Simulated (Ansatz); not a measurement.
# H30SbSn21 (doublet): what the fields show

Input

```
crystal:
  periodic: [false, false, false]
  atoms:
    - {symbol: Sn, position_ang: [-3.636310, -0.454953, -2.806419]}
    - {symbol: Sn, position_ang: [-3.629355, -0.325551, 3.054687]}
    - {symbol: Sn, position_ang: [-0.565642, -0.556255, -6.226957]}
    - {symbol: Sn, position_ang: [-0.296679, -3.659823, -2.858231]}
    - {symbol: Sn, position_ang: [-0.131844, -0.198675, 0.095423]}
    - {symbol: Sn, position_ang: [2.946287, -0.262110, -3.255626]}
    - {symbol: Sn, position_ang: [-0.523483, -3.696730, 3.250856]}
    - {symbol: Sn, position_ang: [-0.559007, -0.661895, 6.408485]}
    - {symbol: Sn, position_ang: [2.855710, -0.492839, 3.319806]}
    - {symbol: Sn, position_ang: [-0.407075, 2.942543, -3.214032]}
    - {symbol: Sn, position_ang: [2.971607, 3.093464, -0.080685]}
    - {symbol: Sn, position_ang: [-0.311509, 2.900014, 3.302388]}
    - {symbol: Sn, position_ang: [-2.065414, -2.134603, -4.434239]}
    - {symbol: Sn, position_ang: [-1.859945, -1.900117, 1.539930]}
    - {symbol: Sn, position_ang: [-1.918151, 1.332105, -1.462824]}
    - {symbol: Sn, position_ang: [-1.974146, 1.160253, 4.779620]}
    - {symbol: Sn, position_ang: [1.132318, 1.217553, -4.832520]}
    - {symbol: Sn, position_ang: [1.443184, -1.893981, -1.516503]}
    - {symbol: Sn, position_ang: [1.509446, 1.435180, 1.719716]}
    - {symbol: Sn, position_ang: [4.580217, 1.434721, -1.703227]}
    - {symbol: Sb, position_ang: [1.209092, -2.493931, 5.152000]}
    - {symbol: Sn, position_ang: [1.213059, 4.648924, -1.656818]}
    - {symbol: H, position_ang: [-4.802006, 0.394988, -3.774721]}
    - {symbol: H, position_ang: [-4.519471, -1.396494, -1.643611]}
    - {symbol: H, position_ang: [-4.535654, 0.733961, 2.018724]}
    - {symbol: H, position_ang: [-4.765699, -1.280297, 3.958281]}
    - {symbol: H, position_ang: [-1.635192, 0.342192, -7.261877]}
    - {symbol: H, position_ang: [0.390025, -1.583985, -7.253648]}
    - {symbol: H, position_ang: [-1.179725, -4.597086, -1.691429]}
    - {symbol: H, position_ang: [0.585919, -4.775640, -3.856444]}
    - {symbol: H, position_ang: [3.932831, -1.240359, -4.311321]}
    - {symbol: H, position_ang: [-1.640620, -4.692094, 4.134944]}
    - {symbol: H, position_ang: [0.503197, -4.761417, 2.337099]}
    - {symbol: H, position_ang: [-1.681023, -1.603045, 7.344863]}
    - {symbol: H, position_ang: [0.451520, 0.191607, 7.537835]}
    - {symbol: H, position_ang: [3.772424, -1.538903, 2.250340]}
    - {symbol: H, position_ang: [4.070187, 0.229601, 4.358112]}
    - {symbol: H, position_ang: [-1.458024, 3.885290, -4.238875]}
    - {symbol: H, position_ang: [4.009138, 4.153890, 0.841815]}
    - {symbol: H, position_ang: [-1.340765, 3.865789, 2.285478]}
    - {symbol: H, position_ang: [0.494442, 3.990494, 4.390744]}
    - {symbol: H, position_ang: [-3.099424, -3.198464, -5.350138]}
    - {symbol: H, position_ang: [-2.735368, -2.886302, 0.394038]}
    - {symbol: H, position_ang: [-2.833099, 2.338144, -0.369283]}
    - {symbol: H, position_ang: [-2.941857, 2.085718, 5.902020]}
    - {symbol: H, position_ang: [2.031890, 2.172191, -5.981996]}
    - {symbol: H, position_ang: [2.511555, -2.780529, -0.461353]}
    - {symbol: H, position_ang: [5.623825, 0.475756, -0.696447]}
    - {symbol: H, position_ang: [5.601782, 2.395123, -2.732657]}
    - {symbol: H, position_ang: [0.971765, -3.765043, 6.368691]}
    - {symbol: H, position_ang: [0.203598, 5.604019, -0.611095]}
    - {symbol: H, position_ang: [2.096071, 5.757199, -2.667218]}
basis:
  gaussian: {orbitals: def2-TZVP, fitting: {mean_field: def2-universal-jkfit}, initial_orbitals: start.molden}
magnetization: {spin_polarized: true, initial_magnetization: 1}
hamiltonian: {xc: pbe0, dispersion: d4}
scf: {omitted_lower_state_checks: [starts]}
output: {forces: true, orbitals: {seedname: orbitals}}
```

Launched as:

```sh
ansatz run in.yaml --threads 11 --pin off --events-out ev --progress --plain --max-ram 120832MiB --backend cuda --devices 0, --max-vram 75GiB
```

Geometry: PBE-D4/def2-SVP; core potentials replace the inner electrons of Sn and Sb.

The calculation used Ansatz 0.2.0, UKS PBE0-D4/def2-TZVP.

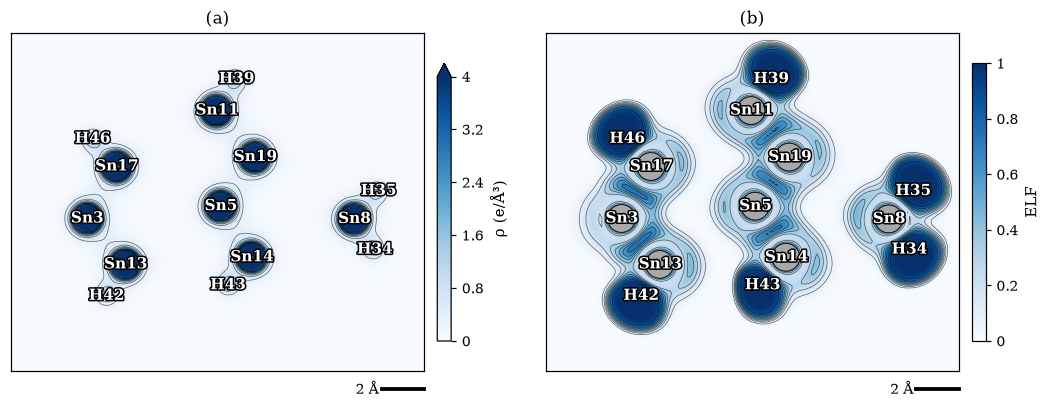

Figure 1. (a) electron density; (b) ELF on the plane of atoms Sn13, Sn3 and Sn17. Grey discs cover the atomic cores in the ELF map.

### Describe what can be read from this map.

- Atoms in the plane: Sn and H.
- Sn–Sn (2.82 Å): ρ at the midpoint is about 0.38 e/Å³; the ELF peaks at about 0.75 between the atoms.
- Sn–H (1.74 Å): ρ at the midpoint is about 1.1 e/Å³; the ELF climbs to about 1 towards the hydrogen.

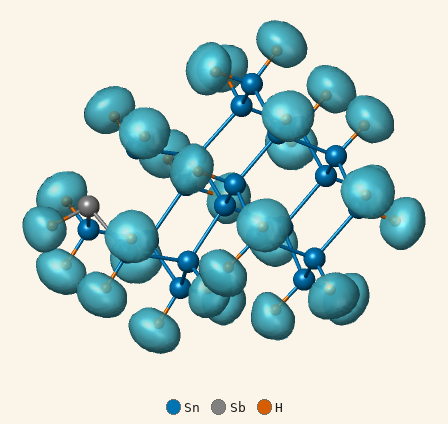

Figure 2. Isosurface of the ELF at 0.9 (cyan), seen at a tilt. Only the valence region is drawn (cores and ρ < 0.01 e/Å³ removed).

### Where are the electrons localised?

At this value the surface marks out 30 regions around hydrogen nuclei. Profiles from the grid: Sn–Sn (2.81 Å): the ELF peaks at about 0.75 between the atoms. Sn–Sb (2.84 Å): the ELF peaks at about 0.80 between the atoms; a shared electron pair.

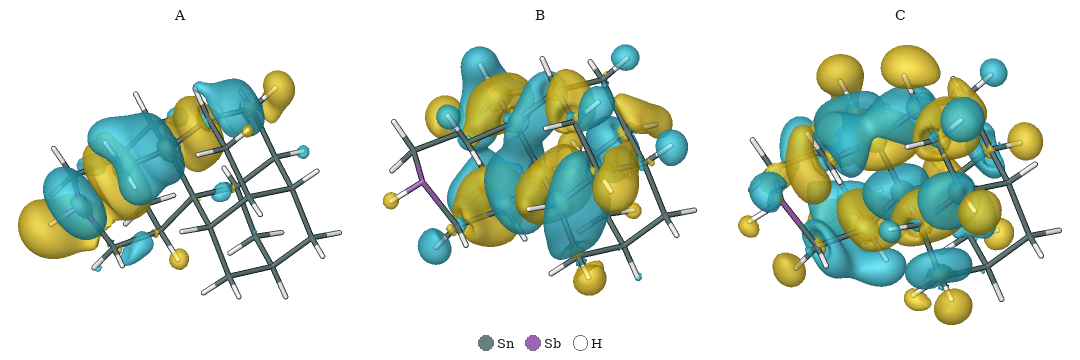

Figure 3. Three frontier orbitals at ±0.03 Å⁻³ᐟ² (yellow and cyan are the two phases), in no order.

### Which picture is the HOMO−1, the HOMO and the LUMO? All are α orbitals.

B is the HOMO−1 (α) (−6.62 eV). It lies mainly on Sn5 (about 15 %), Sn18 (about 15 %), Sn14 (about 15 %) and Sn19 (about 5 %). A is the HOMO (α) (−5.16 eV). It lies mainly on Sn9 (about 30 %), Sb21 (about 20 %), Sn19 (about 15 %), H50 (about 10 %) and Sn11 (about 5 %). C is the LUMO (α) (−2.18 eV). No atom holds more than about 15 % of it (Hirshfeld); by element the shares are Sn 80 % and H 15 %.

### What is the gap between the highest occupied and lowest empty α orbitals?

2.98 eV between the orbital energies.
